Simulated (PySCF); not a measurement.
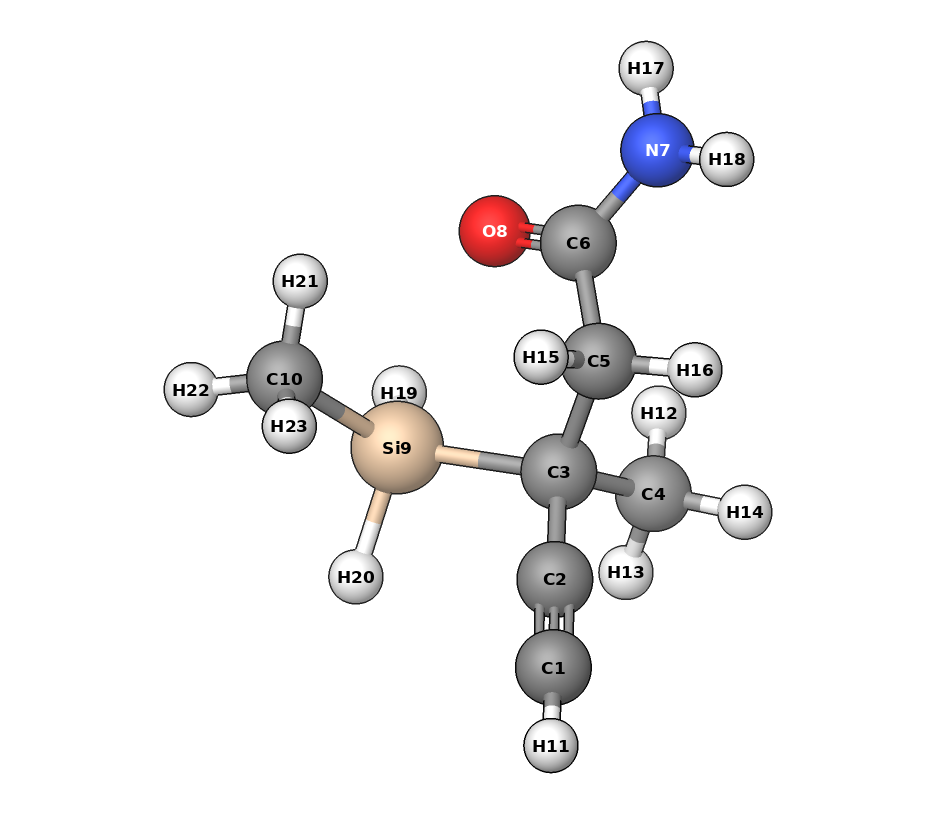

The geometry was computed by an optimisation with GFN2-xTB. No frequency run is at hand to confirm it as a minimum. Electric field gradients from the ground-state density, PBE0/pcSseg-1 (PySCF 2.14.0), non-relativistic apart from any core potentials.

Give the largest field-gradient component, the quadrupole coupling constant and the asymmetry for 14N at N7 (Q = 20.44 mb), 17O at O8 (Q = −25.6 mb), 2H at H11 (Q = 2.86 mb), 2H at H12 (Q = 2.86 mb).

```
atom  V_zz (a.u.)  e²qQ/h (MHz)     η
  N7       −0.940         −4.51  0.03
  O8       −1.451          8.73  0.12
 H11        0.399         0.268  0.01
 H12        0.311         0.209  0.03
```

The geometry is semi-empirical. Around Si such bond lengths and angles can be off by a tenth of an ångström or more and by several degrees, and values that hang on the shape move with them.
